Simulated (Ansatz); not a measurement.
Nudged elastic band of AlSiNH6ClF (part 1 of 2)

The run: nudged elastic band of AlSiNH6ClF. Method and program: RKS PBE/def2-SVP (Ansatz 0.2.0).

It belongs to a series of runs on one base structure; here: band between the two ends. Figures and captions count atoms from 1; the log counts them from 0 in places.

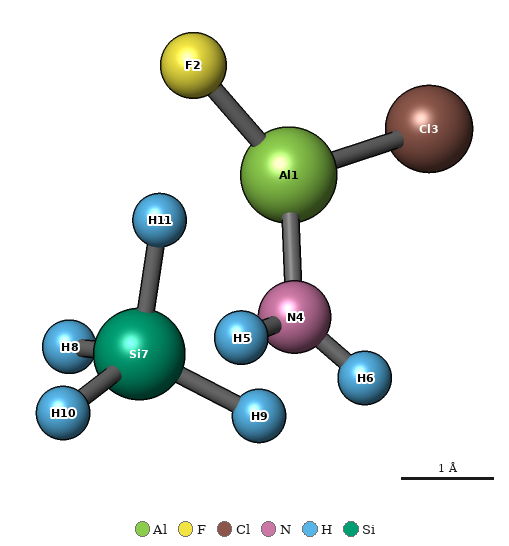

Fig. 1: The input geometry (ball-and-stick view, seen at a tilt; atoms are numbered from 1 in the order of the input). Sticks mark near contacts. Bond lengths as drawn: Al–Cl 2.11 Å, Al–F 1.68 Å, Al–N 1.78 Å, H–N 1.02 Å and H–Si 1.49 to 1.53 Å.

Input file:
```yaml
crystal:
  periodic: [false, false, false]
  atoms:
    - { symbol: Al, position_ang: [0.044386, -0.316238, 0.114909] }
    - { symbol: F, position_ang: [-0.21921, -1.283431, 1.461997] }
    - { symbol: Cl, position_ang: [1.941594, -0.341852, -0.813176] }
    - { symbol: "N", position_ang: [-1.351729, 0.38516, -0.743516] }
    - { symbol: H, position_ang: [-2.32406, 0.255199, -0.455627] }
    - { symbol: H, position_ang: [-1.310098, 0.751319, -1.696864] }
    - { symbol: Si, position_ang: [-0.063841, 2.63315, 1.03944] }
    - { symbol: H, position_ang: [0.730293, 3.506768, 1.973013] }
    - { symbol: H, position_ang: [0.298648, 2.951125, -0.375636] }
    - { symbol: H, position_ang: [-1.525932, 2.753783, 1.332625] }
    - { symbol: H, position_ang: [0.396848, 1.219818, 1.398035] }
basis:
  gaussian: { orbitals: def2-SVP }
hamiltonian:
  xc: pbe
neb:
  order_check: false
  images: 5
  f_tol: 0.05
  max_iterations: 60
  spring: 20.0
  final_atoms:
    - { symbol: Al, position_ang: [-0.08091264, 0.49560712, -0.30073429] }
    - { symbol: F, position_ang: [0.11440789, -0.07520134, 1.69954378] }
    - { symbol: Cl, position_ang: [1.70256176, -0.38930387, -1.07139238] }
    - { symbol: "N", position_ang: [-1.64095751, -0.09796133, -0.92430475] }
    - { symbol: H, position_ang: [-1.76049174, -0.9743609, -1.4369168] }
    - { symbol: H, position_ang: [-2.53750294, 0.38195637, -0.82886605] }
    - { symbol: Si, position_ang: [0.08552026, 2.74524237, 0.70196001] }
    - { symbol: H, position_ang: [0.41295801, 2.37482679, 2.17644501] }
    - { symbol: H, position_ang: [1.22810023, 3.64979035, 0.32816003] }
    - { symbol: H, position_ang: [-1.16663641, 3.57040152, 0.85620141] }
    - { symbol: H, position_ang: [0.25985209, 0.83380393, 2.03510403] }
  initial_path:
    images:
      - { positions_ang: [[0.044386, -0.316238, 0.114909], [-0.21921, -1.283431, 1.461997], [1.941594, -0.341852, -0.813176], [-1.351729, 0.38516, -0.743516], [-2.32406, 0.255199, -0.455627], [-1.310098, 0.751319, -1.696864], [-0.063841, 2.63315, 1.03944], [0.730293, 3.506768, 1.973013], [0.298648, 2.951125, -0.375636], [-1.525932, 2.753783, 1.332625], [0.396848, 1.219818, 1.398035]] }
      - { positions_ang: [[0.02630863, -0.20929878, 0.06773686], [-0.14497363, -0.86884331, 1.645621], [1.93238661, -0.22269551, -0.92686487], [-1.46073616, 0.26901361, -0.82075606], [-2.33358988, -0.08888511, -0.60037017], [-1.51549088, 0.79029263, -1.6593552], [0.00084459, 2.57837351, 0.97704375], [0.72537699, 3.16337958, 2.04528675], [0.5204062, 3.05425205, -0.26627798], [-1.42077924, 2.85063663, 1.1901228], [0.28714577, 1.19857569, 1.58301312]] }
      - { positions_ang: [[0.00823125, -0.10235955, 0.02056471], [-0.07073727, -0.45425561, 1.82924499], [1.92317922, -0.10353902, -1.04055375], [-1.56974332, 0.15286721, -0.89799611], [-2.34311976, -0.43296922, -0.74511334], [-1.72088375, 0.82926627, -1.62184639], [0.06553018, 2.52359702, 0.9146475], [0.72046099, 2.81999116, 2.11756051], [0.7421644, 3.15737911, -0.15691997], [-1.31562649, 2.94749026, 1.04762061], [0.17744355, 1.17733338, 1.76799124]] }
      - { positions_ang: [[-0.00984612, 0.00457967, -0.02660743], [0.0034991, -0.03966792, 2.01286899], [1.91397183, 0.01561747, -1.15424262], [-1.67875048, 0.03672082, -0.97523617], [-2.35264964, -0.77705333, -0.88985651], [-1.92627663, 0.8682399, -1.58433759], [0.13021577, 2.46882053, 0.85225126], [0.71554498, 2.47660274, 2.18983426], [0.9639226, 3.26050616, -0.04756195], [-1.21047373, 3.04434389, 0.90511841], [0.06774132, 1.15609106, 1.95296936]] }
      - { positions_ang: [[-0.03353496, 0.16825549, -0.11798305], [0.0404687, -0.05151239, 1.90842725], [1.8435018, -0.11935631, -1.12662587], [-1.66615282, -0.00817323, -0.95825903], [-2.15526367, -0.84282252, -1.07220994], [-2.13001873, 0.70614539, -1.33251375], [0.11531727, 2.56096115, 0.80215417], [0.61468265, 2.44267742, 2.18537118], [1.05198181, 3.39026755, 0.07767871], [-1.19586129, 3.21969643, 0.88881274], [0.13177824, 1.04866202, 1.98034759]] }
      - { positions_ang: [[-0.0572238, 0.3319313, -0.20935867], [0.07743829, -0.06335687, 1.80398552], [1.77303178, -0.25433009, -1.09900913], [-1.65355517, -0.05306728, -0.94128189], [-1.95787771, -0.90859171, -1.25456337], [-2.33376083, 0.54405088, -1.0806899], [0.10041876, 2.65310176, 0.75205709], [0.51382033, 2.40875211, 2.18090809], [1.14004102, 3.52002895, 0.20291937], [-1.18124885, 3.39504897, 0.87250707], [0.19581517, 0.94123297, 2.00772581]] }
      - { positions_ang: [[-0.08091264, 0.49560712, -0.30073429], [0.11440789, -0.07520134, 1.69954378], [1.70256176, -0.38930387, -1.07139238], [-1.64095751, -0.09796133, -0.92430475], [-1.76049174, -0.9743609, -1.4369168], [-2.53750294, 0.38195637, -0.82886605], [0.08552026, 2.74524237, 0.70196001], [0.41295801, 2.37482679, 2.17644501], [1.22810023, 3.64979035, 0.32816003], [-1.16663641, 3.57040152, 0.85620141], [0.25985209, 0.83380393, 2.03510403]] }
```

Launch command:
```bash
ansatz run input.yaml --threads 4 --pin off --max-ram 5120MiB --backend cpu --events-out ev --progress --plain --runs-dir out
```

What the program printed:
```
Engine: ansatz 0.2.0, x86_64-unknown-linux-gnu
Functional definition: PBE
  parameter kappa = 0.804
  parameter beta = 0.06672455060314922
  exchange = pbe_x(kappa = kappa, mu = beta*pi^2/3)
  correlation = pbe_c(beta = beta)
1252 factors; their error is unknown
mean field evaluation 1: about -31266.5408 eV, gradient 7.3e1 eV
mean field evaluation 2: about -31221.4932 eV, gradient 1.5e2 eV
mean field evaluation 4: about -31276.7936 eV, gradient 7.9e0 eV
mean field evaluation 8: about -31276.9667 eV, gradient 2.9e-1 eV
mean field evaluation 16: about -31276.8832 eV, gradient 1.3e-4 eV
mean field -31276.88320735 eV, -1149.4042576371 hartree, gradient 4.8e-5 eV, S^2 0.000000; 0 other end points of the search recorded, 0 dependent functions left out
the calculation of the forces begins
reference -31276.88325110 eV, -1149.4042592452 hartree; 33, 33 occupied and 79, 79 virtual orbitals, 1252 factors
1252 factors; their error is unknown
mean field evaluation 32: about -31275.5248 eV, gradient 2.6e-3 eV
mean field -31275.52479112 eV, -1149.3543367617 hartree, gradient 2.0e-5 eV, S^2 0.000000; 0 other end points of the search recorded, 0 dependent functions left out
[... from here on the field's lines of each further geometry are left out, up to the last ...]
NEB iter   1: max|band force component| = 5.771e0 eV/Å  barrier→ = 3.4008 eV  barrier← = 2.0424 eV  Δτ_max = 0.2000 Å  (196 SCF iters)
NEB iter   2: max|band force component| = 1.868e0 eV/Å  barrier→ = 2.5419 eV  barrier← = 1.1835 eV  Δτ_max = 0.2000 Å  (163 SCF iters)
NEB iter   3: max|band force component| = 9.702e-1 eV/Å  barrier→ = 1.9998 eV  barrier← = 0.6413 eV  Δτ_max = 0.2000 Å  (162 SCF iters)
NEB iter   4: max|band force component| = 1.332e0 eV/Å  barrier→ = 1.6941 eV  barrier← = 0.3357 eV  Δτ_max = 0.0999 Å  (154 SCF iters)
NEB iter   5: max|band force component| = 1.133e0 eV/Å  barrier→ = 1.6766 eV  barrier← = 0.3181 eV  Δτ_max = 0.0999 Å  (142 SCF iters)
NEB iter   6: max|band force component| = 5.283e-1 eV/Å  barrier→ = 1.6526 eV  barrier← = 0.2942 eV  Δτ_max = 0.1400 Å  (143 SCF iters)
NEB iter   7: max|band force component| = 4.631e-1 eV/Å  barrier→ = 1.6312 eV  barrier← = 0.2728 eV  CI = image 4  Δτ_max = 0.1984 Å  (142 SCF iters)
NEB iter   8: max|band force component| = 8.604e-1 eV/Å  barrier→ = 1.6802 eV  barrier← = 0.3218 eV  CI = image 4  Δτ_max = 0.0997 Å  (147 SCF iters)
NEB iter   9: max|band force component| = 7.549e-1 eV/Å  barrier→ = 1.6801 eV  barrier← = 0.3217 eV  CI = image 4  Δτ_max = 0.1983 Å  (141 SCF iters)
NEB iter  10: max|band force component| = 4.564e-1 eV/Å  barrier→ = 1.6476 eV  barrier← = 0.2891 eV  CI = image 4  Δτ_max = 0.1978 Å  (139 SCF iters)
NEB iter  11: max|band force component| = 5.351e-1 eV/Å  barrier→ = 1.6275 eV  barrier← = 0.2691 eV  CI = image 4  Δτ_max = 0.2000 Å  (139 SCF iters)
NEB iter  12: max|band force component| = 6.639e-1 eV/Å  barrier→ = 1.6059 eV  barrier← = 0.2475 eV  CI = image 4  Δτ_max = 0.1968 Å  (147 SCF iters)
NEB iter  13: max|band force component| = 7.880e-1 eV/Å  barrier→ = 1.5860 eV  barrier← = 0.2276 eV  CI = image 4  Δτ_max = 0.1976 Å  (136 SCF iters)
NEB iter  14: max|band force component| = 8.759e-1 eV/Å  barrier→ = 1.5654 eV  barrier← = 0.2070 eV  CI = image 4  Δτ_max = 0.1967 Å  (137 SCF iters)
NEB iter  15: max|band force component| = 9.270e-1 eV/Å  barrier→ = 1.5441 eV  barrier← = 0.1856 eV  CI = image 4  Δτ_max = 0.2000 Å  (140 SCF iters)
NEB iter  16: max|band force component| = 1.147e1 eV/Å  barrier→ = 1.5120 eV  barrier← = 0.1536 eV  CI = image 5  Δτ_max = 0.1932 Å  (134 SCF iters)
NEB iter  17: max|band force component| = 7.944e0 eV/Å  barrier→ = 1.4991 eV  barrier← = 0.1407 eV  CI = image 5  Δτ_max = 0.1980 Å  (146 SCF iters)
NEB iter  18: max|band force component| = 9.551e0 eV/Å  barrier→ = 1.7247 eV  barrier← = 0.3662 eV  CI = image 3  Δτ_max = 0.2000 Å  (152 SCF iters)
NEB iter  19: max|band force component| = 5.082e0 eV/Å  barrier→ = 1.9217 eV  barrier← = 0.5633 eV  CI = image 4  Δτ_max = 0.1973 Å  (160 SCF iters)
NEB iter  20: max|band force component| = 1.015e0 eV/Å  barrier→ = 1.6623 eV  barrier← = 0.3039 eV  CI = image 4  Δτ_max = 0.2000 Å  (137 SCF iters)
NEB iter  21: max|band force component| = 6.703e0 eV/Å  barrier→ = 2.0775 eV  barrier← = 0.7191 eV  CI = image 3  Δτ_max = 0.0998 Å  (142 SCF iters)
NEB iter  22: max|band force component| = 2.058e0 eV/Å  barrier→ = 1.7467 eV  barrier← = 0.3883 eV  CI = image 4  Δτ_max = 0.1980 Å  (141 SCF iters)
NEB iter  23: max|band force component| = 1.298e0 eV/Å  barrier→ = 1.7338 eV  barrier← = 0.3754 eV  CI = image 4  Δτ_max = 0.2000 Å  (152 SCF iters)
NEB iter  24: max|band force component| = 5.924e-1 eV/Å  barrier→ = 1.6600 eV  barrier← = 0.3016 eV  CI = image 4  Δτ_max = 0.2000 Å  (150 SCF iters)
NEB iter  25: max|band force component| = 8.446e-1 eV/Å  barrier→ = 1.5951 eV  barrier← = 0.2366 eV  CI = image 4  Δτ_max = 0.1008 Å  (145 SCF iters)
NEB iter  26: max|band force component| = 5.597e-1 eV/Å  barrier→ = 1.5755 eV  barrier← = 0.2171 eV  CI = image 4  Δτ_max = 0.2000 Å  (140 SCF iters)
NEB iter  27: max|band force component| = 7.373e-1 eV/Å  barrier→ = 1.5391 eV  barrier← = 0.1807 eV  CI = image 4  Δτ_max = 0.2000 Å  (141 SCF iters)
NEB iter  28: max|band force component| = 1.052e0 eV/Å  barrier→ = 1.5171 eV  barrier← = 0.1586 eV  CI = image 4  Δτ_max = 0.1521 Å  (141 SCF iters)
NEB iter  29: max|band force component| = 8.252e-1 eV/Å  barrier→ = 1.5058 eV  barrier← = 0.1474 eV  CI = image 4  Δτ_max = 0.0863 Å  (140 SCF iters)
NEB iter  30: max|band force component| = 6.091e-1 eV/Å  barrier→ = 1.4929 eV  barrier← = 0.1345 eV  CI = image 4  Δτ_max = 0.1996 Å  (142 SCF iters)
NEB iter  31: max|band force component| = 2.357e-1 eV/Å  barrier→ = 1.4843 eV  barrier← = 0.1259 eV  CI = image 4  Δτ_max = 0.1997 Å  (139 SCF iters)
NEB iter  32: max|band force component| = 3.031e-1 eV/Å  barrier→ = 1.4796 eV  barrier← = 0.1211 eV  CI = image 4  Δτ_max = 0.1008 Å  (146 SCF iters)
NEB iter  33: max|band force component| = 2.258e-1 eV/Å  barrier→ = 1.4802 eV  barrier← = 0.1218 eV  CI = image 4  Δτ_max = 0.1000 Å  (142 SCF iters)
NEB iter  34: max|band force component| = 2.859e-1 eV/Å  barrier→ = 1.4727 eV  barrier← = 0.1142 eV  CI = image 4  Δτ_max = 0.0994 Å  (143 SCF iters)
NEB iter  35: max|band force component| = 1.752e-1 eV/Å  barrier→ = 1.4719 eV  barrier← = 0.1134 eV  CI = image 4  Δτ_max = 0.1145 Å  (143 SCF iters)
NEB iter  36: max|band force component| = 8.226e-2 eV/Å  barrier→ = 1.4710 eV  barrier← = 0.1126 eV  CI = image 4  Δτ_max = 0.0536 Å  (143 SCF iters)
NEB iter  37: max|band force component| = 6.706e-2 eV/Å  barrier→ = 1.4703 eV  barrier← = 0.1119 eV  CI = image 4  Δτ_max = 0.0245 Å  (146 SCF iters)
NEB iter  38: max|band force component| = 5.142e-2 eV/Å  barrier→ = 1.4700 eV  barrier← = 0.1115 eV  CI = image 4  Δτ_max = 0.0524 Å  (148 SCF iters)
NEB iter  39: max|band force component| = 8.006e-2 eV/Å  barrier→ = 1.4697 eV  barrier← = 0.1113 eV  CI = image 4  Δτ_max = 0.0185 Å  (147 SCF iters)
```
